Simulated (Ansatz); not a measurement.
C3H3I (SMILES IC1=CC1)

```yaml
atoms:
  - { symbol: I, position_ang: [-1.9833, -1.9057, 0.0511] }
  - { symbol: C, position_ang: [-0.4255, -0.6014, 0.0511] }
  - { symbol: C, position_ang: [0.8249, -0.3788, 0.2595] }
  - { symbol: C, position_ang: [0.0022, 0.7994, -0.2124] }
  - { symbol: H, position_ang: [1.8053, -0.7113, 0.5511] }
  - { symbol: H, position_ang: [-0.2651, 1.5844, 0.4955] }
  - { symbol: H, position_ang: [0.1026, 1.1454, -1.2415] }
```

Geometry: PBE0-D4/def2-TZVP; core potentials replace the inner electrons of I.

These are results of RKS PBE0-D4/def2-TZVPP in Ansatz 0.2.0, not measurements.

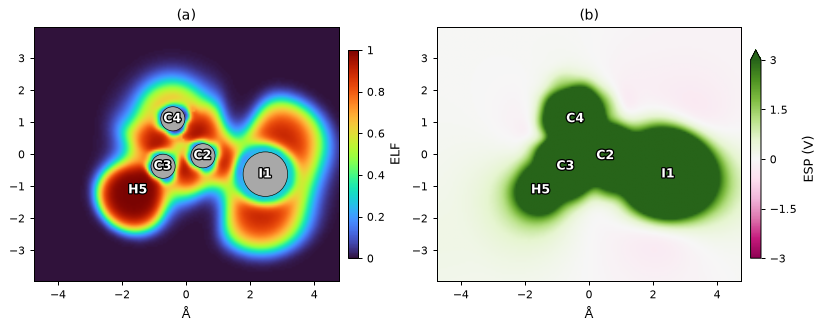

Figure 1. (a) electron localisation function; (b) molecular electrostatic potential on the plane of atoms I1, C2 and C4. Grey discs cover the atomic cores in the ELF map.

Q: Describe what can be read from this map.

A: The plane passes through I, C and H nuclei. C–C (1.29 Å): the ELF peaks at about 0.85 between the atoms; a short, multiple covalent bond. C–I (2.03 Å): the ELF peaks at about 0.90 between the atoms (localised, covalent bonding). C–H (1.08 Å): the ELF climbs to about 1 towards the hydrogen, as it does in any bond to H; an ordinary covalent bond to hydrogen. C–C (1.49 Å): the ELF peaks at about 0.85 between the atoms; a shared electron pair. The ELF also peaks beside I1, away from the bonds: lone-pair regions. Outside the dense part of the molecule the potential is most negative (−0.3 V) near I1.

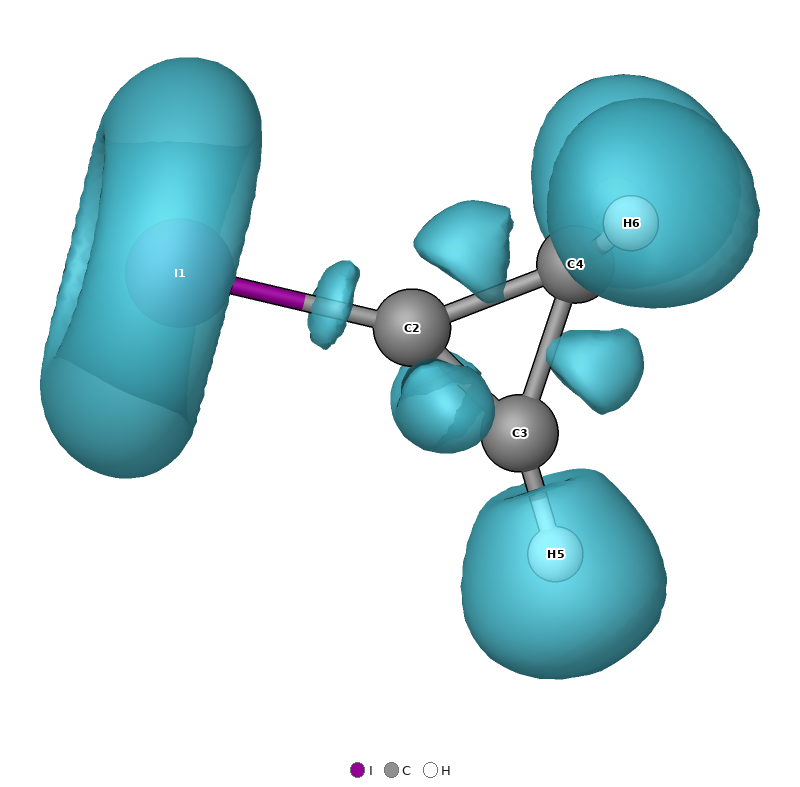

Figure 2. Isosurface of the electron localisation function at 0.8 (cyan), seen across its widest extent. Only the valence region is drawn (cores and ρ < 0.01 e/Å³ removed).

Q: Describe the localisation domains.

A: The surface consists of three regions between bonded C–C atoms (shared pairs), one region between bonded C–I atoms (shared pairs), three regions around hydrogen nuclei and one ring or bowl of non-bonding electrons around I.

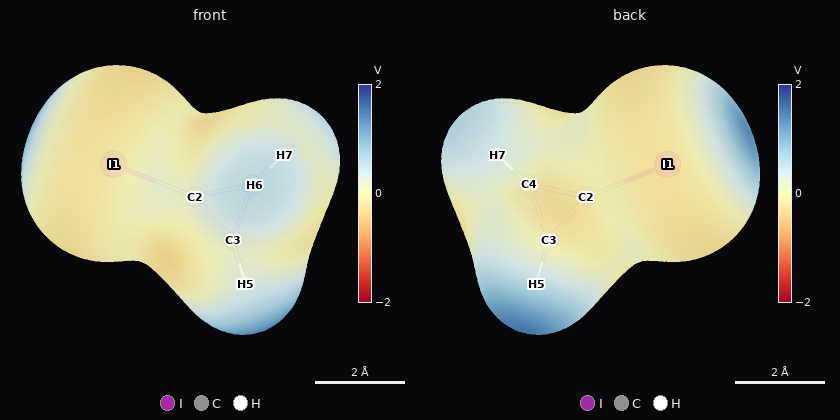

Figure 3. The molecular electrostatic potential painted on the density surface at 0.002 e/bohr³, seen from the front and from behind; red is negative and blue positive.

Q: Describe the electrostatic potential map.

A: The most negative region (about −0.4 V) lies over the π face of C2, C3 and C4, the most positive (about +1.5 V) over H5. I1 shows a σ-hole: about +1.4 V at the tip opposite its bond, against about −0.3 V on its flanks.

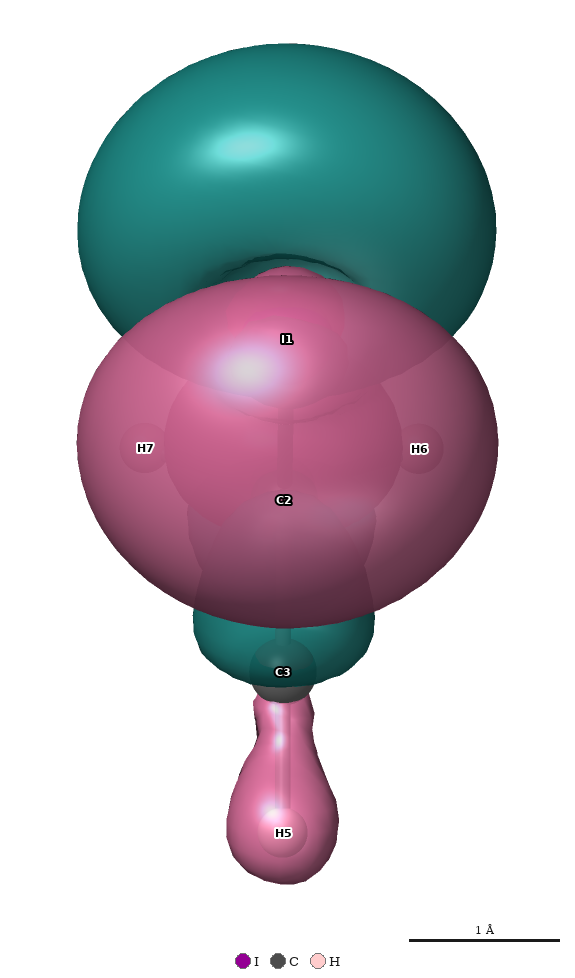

Figure 4. The HOMO−1 at ±0.1 Å⁻³ᐟ² (teal and pink are the two phases), seen at an oblique angle.

Q: What is the character of this orbital?

A: Its weight (Hirshfeld) is mainly on I1 (about 80 %), C4 (about 5 %) and C2 (about 5 %); largely a lone pair of I1. Its energy is −7.55 eV.
